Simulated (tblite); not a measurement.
## C5H10O2Si (charge −1): frequency calculation

The run: frequency calculation of C5H10O2Si, charge −1, multiplicity 2. Method and program: GFN2-xTB harmonic vibrations, gas phase (tblite 0.8.0).

It belongs to a series of runs on one base structure; here: electron added.

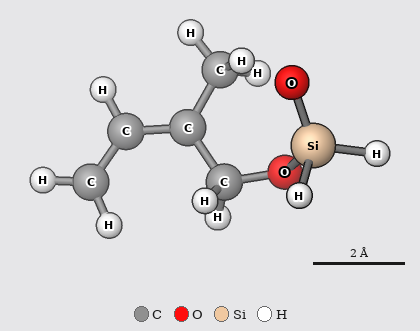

*The input geometry (ball-and-stick view, seen at a tilt).*

Bond lengths as drawn: C–C 1.37 to 1.50 Å, C–H 1.07 to 1.11 Å, C–O 1.37 Å, H–Si 1.48 to 1.50 Å and O–Si 1.54 to 1.70 Å.

Key numbers:

```csv
quantity,value
outcome,converged
total energy,−705.0074 eV
zero-point energy,83.9190 kcal/mol
hardware,"1 CPU thread, shared host"
wall time,0.54 s
peak memory,0.18 GiB
```

Input file:
```
{"job": {"kind": "ir", "xc": "GFN2-xTB", "basis": "xTB"}, "charge": -1, "multiplicity": 2}
C      2.782272     0.016531    -0.750740
C      1.875166     0.735164    -0.019998
C      0.595782     0.342385     0.349205
C     -0.295347     1.226418     1.126043
C      0.033723    -0.988742    -0.065595
O     -1.225034    -1.261503     0.394302
Si    -2.589438    -0.687765    -0.431841
O     -2.749192     0.841544    -0.540261
H      2.557094    -0.962070    -1.133557
H      3.756769     0.415379    -0.977464
H      2.188821     1.719755     0.318221
H     -0.651184     0.713866     2.021499
H     -1.202024     1.410701     0.528514
H      0.185923     2.165584     1.395917
H      0.714597    -1.787993     0.294075
H      0.062426    -1.036152    -1.172860
H     -2.497515    -1.406374    -1.745080
H     -3.551600    -1.450410     0.397961
```

The first line tells a small driver script what to run in tblite; the rest is the geometry in Å.

Run as:
```bash
OMP_NUM_THREADS=1 python <driver script> task.json out
```

Log:
```
mode    cm-1     km/mol
  1      52.1      3.41
  2      72.5      2.10
  3     135.3     20.35
  4     186.4     13.67
  5     207.6      1.68
  6     240.5      3.20
  7     251.6     15.06
  8     311.7      5.82
  9     328.0      0.97
 10     353.5     73.95
 11     481.0     11.89
 12     519.1     12.66
 13     548.3      2.58
 14     599.2    210.56
 15     635.6    107.68
 16     683.9     23.05
 17     703.4     18.21
 18     802.1    257.31
 19     813.1     53.31
 20     866.7    233.78
 21     903.0      6.20
 22     956.8     18.26
 23     976.6      0.64
 24    1019.7      5.58
 25    1039.8     25.58
 26    1142.5     43.34
 27    1216.3    252.46
 28    1243.1     71.03
 29    1253.8     22.21
 30    1293.4     32.90
 31    1333.3     14.03
 32    1359.9     11.57
 33    1385.0     32.93
 34    1430.9     21.56
 35    1445.6     19.32
 36    1473.2      2.99
 37    1483.4     19.41
 38    1528.0     16.39
 39    1877.4    667.49
 40    2057.4    603.17
 41    2706.1    109.47
 42    2762.1     97.12
 43    2830.8    442.62
 44    2976.4     29.62
 45    2988.2     33.56
 46    2999.8    138.88
 47    3093.9     73.96
 48    3134.6     78.58
```

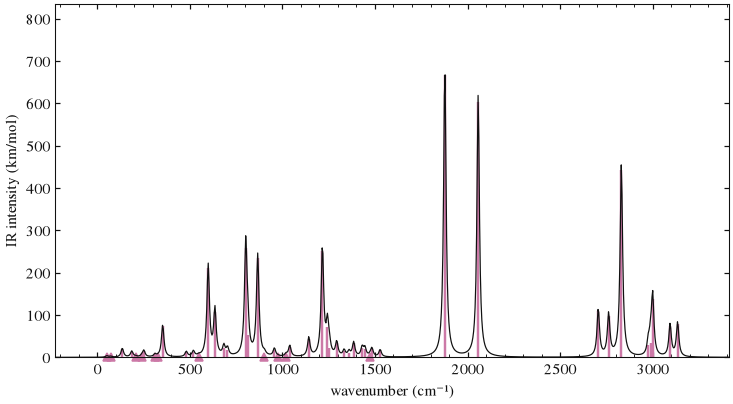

*Harmonic infrared spectrum, unscaled: sticks (degenerate modes added up, dark ones marked on the axis) with a Lorentzian envelope of 16 cm⁻¹ full width, scaled to the tallest stick.*

48 modes from 52 to 3135 cm⁻¹, none imaginary. The strongest line is at 1877 cm⁻¹ (667 km/mol).
